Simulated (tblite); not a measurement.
GaH$_{2}$SO$_{2}$: geometry relaxation (part 1 of 2)

GaH$_{2}$SO$_{2}$, multiplicity 2, SMILES [OH][Ga]([OH])[S], computed with GFN2-xTB geometry optimisation, gas phase (tblite 0.8.0).

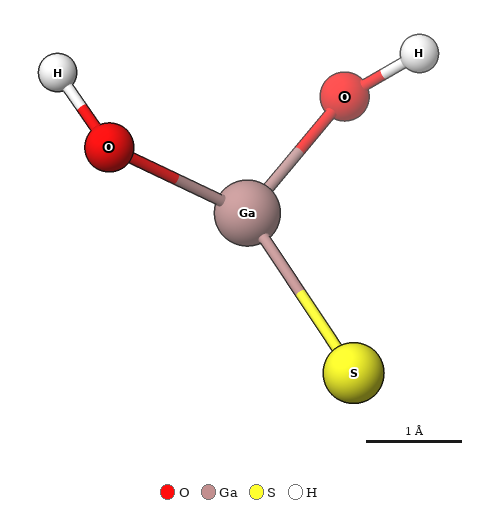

**Figure 1.** The input geometry (ball-and-stick view, seen at a tilt). Sticks mark near contacts.

## Key numbers

```csv
quantity,value
outcome,converged
total energy,−371.5309 eV
hardware,"1 CPU thread, shared host"
peak memory,0.17 GiB
```

## Input
```
{"job": {"kind": "relax", "xc": "GFN2-xTB", "basis": "xTB"}, "charge": 0, "multiplicity": 2}
O      1.942248    -0.121944     1.988943
Ga     0.467386    -1.258188     2.043370
O     -0.793812    -1.049510     0.681355
S      0.918714    -3.388231     2.728691
H      1.939921     0.811467     1.637215
H     -0.750656    -1.558449    -0.162201
```

The first line tells a small driver script what to run in tblite; the rest is the geometry in Å.

Run as:
```bash
OMP_NUM_THREADS=1 python <driver script> task.json out
```

## Output
```
step      E/eV     max force
  0    -371.02514    1.654
  1    -371.12013    1.321
  2    -371.22794    1.436
  3    -371.33142    0.765
  4    -371.35050    0.647
  5    -371.36953    0.462
  6    -371.37910    0.388
  7    -371.39617    0.548
  8    -371.41342    0.562
  9    -371.42498    0.333
 10    -371.43154    0.293
 11    -371.43649    0.280
 12    -371.44273    0.395
 13    -371.45278    0.516
 14    -371.46476    0.646
 15    -371.48263    0.588
 16    -371.49401    0.391
 17    -371.50151    0.514
 18    -371.50697    0.711
 19    -371.48409    1.561
 20    -371.51520    0.251
 21    -371.51776    0.187
 22    -371.49668    1.417
 23    -371.52123    0.156
 24    -371.52300    0.107
 25    -371.52406    0.379
 26    -371.52555    0.093
 27    -371.52598    0.078
 28    -371.52684    0.047
 29    -371.52713    0.074
 30    -371.52775    0.128
 31    -371.52845    0.119
 32    -371.52898    0.067
 33    -371.52918    0.046
 34    -371.52937    0.042
 35    -371.52950    0.059
 36    -371.52977    0.085
 37    -371.53010    0.087
 38    -371.53046    0.063
 39    -371.53063    0.033
 40    -371.53069    0.030
 41    -371.53074    0.036
 42    -371.53082    0.030
 43    -371.53088    0.026
 44    -371.53091    0.013
 45    -371.53091    0.008
 46    -371.53091    0.003
```

## Trajectory as extended XYZ (Å, eV, eV/Å), 47 frames, from step=0 to step=46
```
6
Properties=species:S:1:pos:R:3:forces:R:3 step=0 energy=-371.02514
O     1.9422   -0.1219    1.9889   -0.9510   0.8000  -0.2740
Ga    0.4674   -1.2582    2.0434    0.6960   0.0930  -1.2430
O    -0.7938   -1.0495    0.6814    0.6140  -0.5430  -0.1550
S     0.9187   -3.3882    2.7287   -0.1910   0.6270  -0.0200
H     1.9399    0.8115    1.6372   -0.1490  -1.5550   0.5450
H    -0.7507   -1.5584   -0.1622   -0.0190   0.5780   1.1460
6
Properties=species:S:1:pos:R:3:forces:R:3 step=1 energy=-371.12013
O     1.9287   -0.1105    1.9850   -0.8720  -0.4230   0.1860
Ga    0.4773   -1.2569    2.0256    0.6500   0.0660  -1.1490
O    -0.7850   -1.0573    0.6791    0.5420  -0.0400   0.6030
S     0.9160   -3.3793    2.7284   -0.1760   0.6070  -0.0200
H     1.9378    0.7893    1.6450   -0.1490  -0.2930   0.0710
H    -0.7509   -1.5502   -0.1458    0.0060   0.0820   0.3080
6
Properties=species:S:1:pos:R:3:forces:R:3 step=2 energy=-371.22794
O     1.8964   -0.1122    1.9867   -0.6070  -1.1910   0.5240
Ga    0.5012   -1.2542    1.9832    0.4930  -0.1450  -0.8250
O    -0.7647   -1.0642    0.6925    0.3720   0.3120   0.8990
S     0.9095   -3.3572    2.7277   -0.1430   0.5370  -0.0150
H     1.9324    0.7648    1.6528   -0.0900   0.7270  -0.3070
H    -0.7510   -1.5418   -0.1255   -0.0250  -0.2400  -0.2760
6
Properties=species:S:1:pos:R:3:forces:R:3 step=3 energy=-371.33142
O     1.8414   -0.1326    1.9976    0.1300  -0.3820   0.4440
Ga    0.5430   -1.2550    1.9104    0.1300  -0.7260  -0.2020
O    -0.7301   -1.0697    0.7236   -0.0480   0.4040   0.3940
S     0.8978   -3.3166    2.7265   -0.0780   0.3430   0.0210
H     1.9238    0.7417    1.6589   -0.0020   0.6300  -0.2470
H    -0.7521   -1.5327   -0.0996   -0.1320  -0.2690  -0.4090
6
Properties=species:S:1:pos:R:3:forces:R:3 step=4 energy=-371.35050
O     1.8356   -0.1362    2.0041    0.2220   0.0220   0.3060
Ga    0.5510   -1.2661    1.8967    0.1480  -0.6160  -0.1350
O    -0.7259   -1.0661    0.7312   -0.1450   0.1950  -0.0880
S     0.8950   -3.3056    2.7267   -0.0480   0.1870   0.0720
H     1.9225    0.7430    1.6579   -0.0370   0.2680  -0.1080
H    -0.7544   -1.5338   -0.0992   -0.1410  -0.0560  -0.0470
6
Properties=species:S:1:pos:R:3:forces:R:3 step=5 energy=-371.36953
O     1.8344   -0.1373    2.0170    0.1980   0.4040   0.1020
Ga    0.5633   -1.2908    1.8789    0.1980  -0.1770  -0.1830
O    -0.7249   -1.0593    0.7345   -0.1500   0.0580  -0.3240
S     0.8910   -3.2906    2.7288    0.0070  -0.1310   0.1860
H     1.9200    0.7479    1.6554   -0.0980  -0.2170   0.0810
H    -0.7600   -1.5347   -0.0972   -0.1560   0.0630   0.1390
6
Properties=species:S:1:pos:R:3:forces:R:3 step=6 energy=-371.37910
O     1.8349   -0.1341    2.0268    0.1340   0.3460   0.0720
Ga    0.5748   -1.3065    1.8634    0.2160   0.0950  -0.2170
O    -0.7254   -1.0537    0.7342   -0.1110   0.0120  -0.3550
S     0.8885   -3.2835    2.7332    0.0360  -0.2990   0.2450
H     1.9166    0.7479    1.6548   -0.1050  -0.2430   0.0920
H    -0.7657   -1.5350   -0.0950   -0.1700   0.0890   0.1640
6
Properties=species:S:1:pos:R:3:forces:R:3 step=7 energy=-371.39617
O     1.8364   -0.1257    2.0478    0.0260   0.1470   0.0460
Ga    0.6015   -1.3319    1.8281    0.1920   0.4300  -0.2360
O    -0.7271   -1.0421    0.7296    0.0220   0.0140  -0.2150
S     0.8847   -3.2765    2.7466    0.0620  -0.4590   0.2930
H     1.9083    0.7461    1.6546   -0.0970  -0.1710   0.0660
H    -0.7799   -1.5348   -0.0893   -0.2040   0.0380   0.0470
6
Properties=species:S:1:pos:R:3:forces:R:3 step=8 energy=-371.41342
O     1.8382   -0.1150    2.0731   -0.0680  -0.1160   0.0380
Ga    0.6354   -1.3531    1.7832    0.1370   0.5270  -0.1380
O    -0.7280   -1.0277    0.7222    0.1900   0.0140  -0.0640
S     0.8813   -3.2764    2.7673    0.0550  -0.4000   0.2330
H     1.8970    0.7422    1.6550   -0.0720  -0.0060   0.0020
H    -0.8001   -1.5348   -0.0834   -0.2410  -0.0190  -0.0700
6
Properties=species:S:1:pos:R:3:forces:R:3 step=9 energy=-371.42498
O     1.8387   -0.1086    2.0909   -0.0770  -0.2010   0.0250
Ga    0.6611   -1.3595    1.7504    0.0620   0.3260   0.0280
O    -0.7251   -1.0179    0.7153    0.2920   0.0200   0.0120
S     0.8798   -3.2826    2.7853    0.0310  -0.1780   0.0920
H     1.8879    0.7387    1.6556   -0.0480   0.0890  -0.0290
H    -0.8186   -1.5349   -0.0801   -0.2600  -0.0550  -0.1260
6
Properties=species:S:1:pos:R:3:forces:R:3 step=10 energy=-371.43154
O     1.8386   -0.1079    2.0962   -0.0230  -0.1200   0.0200
Ga    0.6703   -1.3540    1.7417    0.0020   0.0480   0.1240
O    -0.7189   -1.0149    0.7108    0.2920   0.0130  -0.0220
S     0.8804   -3.2900    2.7935    0.0110   0.0080  -0.0160
H     1.8838    0.7374    1.6560   -0.0350   0.0930  -0.0200
H    -0.8302   -1.5354   -0.0807   -0.2480  -0.0420  -0.0870
6
Properties=species:S:1:pos:R:3:forces:R:3 step=11 energy=-371.43649
O     1.8395   -0.1084    2.0989    0.0320   0.0270  -0.0060
Ga    0.6748   -1.3480    1.7411   -0.0410  -0.1700   0.1670
O    -0.7095   -1.0133    0.7056    0.2590  -0.0170  -0.1050
S     0.8815   -3.2966    2.7985   -0.0030   0.1340  -0.0840
H     1.8805    0.7379    1.6562   -0.0300   0.0250   0.0210
H    -0.8430   -1.5364   -0.0829   -0.2160   0.0020   0.0070
6
Properties=species:S:1:pos:R:3:forces:R:3 step=12 energy=-371.44273
O     1.8416   -0.1082    2.1036    0.0690   0.1840  -0.0510
Ga    0.6812   -1.3445    1.7416   -0.0710  -0.3390   0.1890
O    -0.6926   -1.0107    0.6965    0.1990  -0.0740  -0.2340
S     0.8828   -3.3029    2.8045   -0.0150   0.2290  -0.1360
H     1.8753    0.7393    1.6568   -0.0270  -0.0750   0.0780
H    -0.8646   -1.5378   -0.0857   -0.1560   0.0750   0.1540
6
Properties=species:S:1:pos:R:3:forces:R:3 step=13 energy=-371.45278
O     1.8454   -0.1070    2.1118    0.0890   0.3640  -0.1160
Ga    0.6922   -1.3442    1.7442   -0.0910  -0.4740   0.1830
O    -0.6582   -1.0070    0.6778    0.0630  -0.1890  -0.4600
S     0.8846   -3.3094    2.8129   -0.0240   0.2970  -0.1730
H     1.8654    0.7419    1.6588   -0.0210  -0.2130   0.1520
H    -0.9055   -1.5392   -0.0880   -0.0160   0.2160   0.4140
6
Properties=species:S:1:pos:R:3:forces:R:3 step=14 energy=-371.46476
O     1.8482   -0.1061    2.1168    0.0780   0.4500  -0.1500
Ga    0.6989   -1.3481    1.7528   -0.0930  -0.4470   0.1080
O    -0.6211   -1.0068    0.6559   -0.0650  -0.2450  -0.5690
S     0.8862   -3.3102    2.8162   -0.0250   0.2540  -0.1440
H     1.8562    0.7446    1.6620   -0.0190  -0.3030   0.1910
H    -0.9446   -1.5383   -0.0862    0.1240   0.2910   0.5640
6
Properties=species:S:1:pos:R:3:forces:R:3 step=15 energy=-371.48263
O     1.8490   -0.1048    2.1190    0.0230   0.3580  -0.1230
Ga    0.7023   -1.3594    1.7663   -0.0700  -0.1690  -0.0630
O    -0.5773   -1.0110    0.6271   -0.1010  -0.1740  -0.4630
S     0.8871   -3.3030    2.8141   -0.0110   0.0460  -0.0230
H     1.8467    0.7469    1.6675   -0.0260  -0.2880   0.1620
H    -0.9840   -1.5335   -0.0765    0.1850   0.2280   0.5100
6
Properties=species:S:1:pos:R:3:forces:R:3 step=16 energy=-371.49401
O     1.8458   -0.1013    2.1258   -0.0320   0.1080  -0.0590
Ga    0.7132   -1.3740    1.7584   -0.0370   0.0950  -0.1210
O    -0.5483   -1.0121    0.6054   -0.0400  -0.0670  -0.3010
S     0.8858   -3.2941    2.8165    0.0050  -0.1210   0.0590
H     1.8373    0.7446    1.6727   -0.0290  -0.1260   0.0710
H    -1.0100   -1.5279   -0.0615    0.1340   0.1110   0.3500
6
Properties=species:S:1:pos:R:3:forces:R:3 step=17 energy=-371.50151
O     1.8414   -0.0972    2.1381   -0.0560  -0.0750  -0.0240
Ga    0.7322   -1.3870    1.7406   -0.0330   0.1890  -0.0840
O    -0.5117   -1.0104    0.5762   -0.1510  -0.1360  -0.3710
S     0.8844   -3.2898    2.8257    0.0090  -0.1630   0.0680
H     1.8235    0.7415    1.6788   -0.0240   0.0130  -0.0010
H    -1.0461   -1.5219   -0.0420    0.2540   0.1720   0.4120
6
Properties=species:S:1:pos:R:3:forces:R:3 step=18 energy=-371.50697
O     1.8314   -0.0960    2.1449   -0.0410  -0.3210   0.0850
Ga    0.7446   -1.3969    1.7226   -0.0580   0.2450  -0.0700
O    -0.4741   -1.0159    0.5335    0.4910   0.4180   0.2990
S     0.8827   -3.2843    2.8313    0.0110  -0.1960   0.0760
H     1.8093    0.7370    1.6874   -0.0230   0.2530  -0.1320
H    -1.0701   -1.5087   -0.0024   -0.3790  -0.3980  -0.2580
6
Properties=species:S:1:pos:R:3:forces:R:3 step=19 energy=-371.48409
O     1.8221   -0.0941    2.1631    0.0130  -0.3310   0.0880
Ga    0.7726   -1.4109    1.7039   -0.1150   0.2060  -0.0280
O    -0.3762   -1.0190    0.4468   -1.1490  -0.6460  -0.6050
S     0.8827   -3.2842    2.8480    0.0000  -0.1570   0.0380
H     1.7773    0.7352    1.7019   -0.0110   0.2910  -0.1520
H    -1.1547   -1.4918    0.0537    1.2630   0.6390   0.6600
6
Properties=species:S:1:pos:R:3:forces:R:3 step=20 energy=-371.51520
O     1.8344   -0.0984    2.1444   -0.0110  -0.0370  -0.0140
Ga    0.7414   -1.3896    1.7303   -0.0910   0.0600  -0.0490
O    -0.4636   -1.0146    0.5249    0.1790   0.1730   0.0300
S     0.8845   -3.2924    2.8334   -0.0030  -0.0820   0.0150
H     1.8072    0.7406    1.6868   -0.0130   0.0320  -0.0110
H    -1.0802   -1.5105   -0.0024   -0.0620  -0.1450   0.0300
6
Properties=species:S:1:pos:R:3:forces:R:3 step=21 energy=-371.51776
O     1.8335   -0.0988    2.1442   -0.0020  -0.0340  -0.0020
Ga    0.7404   -1.3889    1.7312   -0.0850   0.0270  -0.0390
O    -0.4507   -1.0150    0.5126    0.1240   0.1390  -0.0050
S     0.8849   -3.2942    2.8342   -0.0070  -0.0590   0.0030
H     1.8038    0.7410    1.6887   -0.0120   0.0390  -0.0180
H    -1.0881   -1.5090    0.0065   -0.0190  -0.1120   0.0610
6
Properties=species:S:1:pos:R:3:forces:R:3 step=22 energy=-371.49668
O     1.8264   -0.1014    2.1474    0.0330   0.0280   0.0210
Ga    0.7363   -1.3908    1.7311   -0.0230  -0.0450  -0.0140
O    -0.3513   -1.0165    0.4137   -1.1540  -0.6420  -0.4310
S     0.8862   -3.3042    2.8410   -0.0370   0.0500  -0.0550
H     1.7754    0.7445    1.7028    0.0040  -0.0080  -0.0110
H    -1.1492   -1.4965    0.0814    1.1780   0.6170   0.4890
6
Properties=species:S:1:pos:R:3:forces:R:3 step=23 energy=-371.52123
O     1.8326   -0.0997    2.1431    0.0000  -0.0210   0.0020
Ga    0.7358   -1.3874    1.7328   -0.0470  -0.0070  -0.0100
O    -0.4334   -1.0142    0.4949    0.0890   0.1280  -0.0130
S     0.8852   -3.2976    2.8344   -0.0150  -0.0190  -0.0170
H     1.7993    0.7421    1.6909   -0.0100   0.0250  -0.0150
H    -1.0956   -1.5081    0.0213   -0.0160  -0.1040   0.0530
6
Properties=species:S:1:pos:R:3:forces:R:3 step=24 energy=-371.52300
O     1.8318   -0.1002    2.1428   -0.0010  -0.0150   0.0020
Ga    0.7336   -1.3873    1.7331   -0.0260  -0.0100   0.0010
O    -0.4225   -1.0132    0.4834    0.0400   0.0940  -0.0320
S     0.8851   -3.2991    2.8345   -0.0200  -0.0050  -0.0240
H     1.7963    0.7427    1.6924   -0.0090   0.0130  -0.0130
H    -1.1006   -1.5077    0.0312    0.0150  -0.0770   0.0650
6
Properties=species:S:1:pos:R:3:forces:R:3 step=25 energy=-371.52406
O     1.8277   -0.1022    2.1424    0.0030  -0.0020   0.0130
Ga    0.7271   -1.3883    1.7323    0.0410   0.0040   0.0180
O    -0.3816   -1.0087    0.4394   -0.3130  -0.1570  -0.1450
S     0.8841   -3.3034    2.8344   -0.0340   0.0310  -0.0420
H     1.7844    0.7443    1.6980   -0.0050  -0.0150  -0.0090
H    -1.1179   -1.5065    0.0708    0.3080   0.1400   0.1640
```
